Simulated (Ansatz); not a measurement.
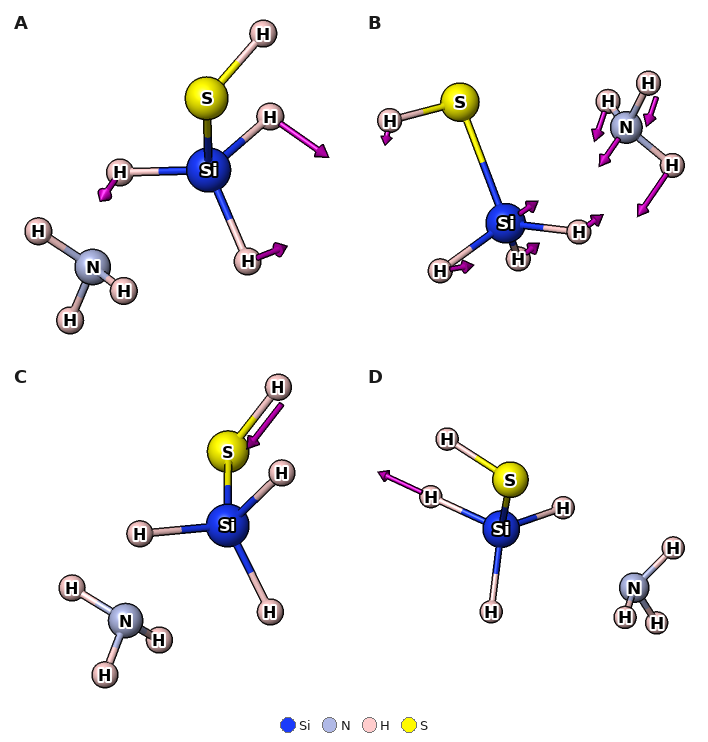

4 normal modes of one molecule or complex, as arrows. Harmonic vibrations computed with RKS PBE0-D4/def2-TZVP (Ansatz 0.2.0) at a stationary point of the same level.

Match the panels to the wavenumbers 110 cm⁻¹, 972 cm⁻¹, 2184 cm⁻¹, 2713 cm⁻¹.

Answer. A: 972 cm⁻¹, H–Si–H bending
B: 110 cm⁻¹
C: 2713 cm⁻¹, S–H stretching
D: 2184 cm⁻¹, Si–H stretching
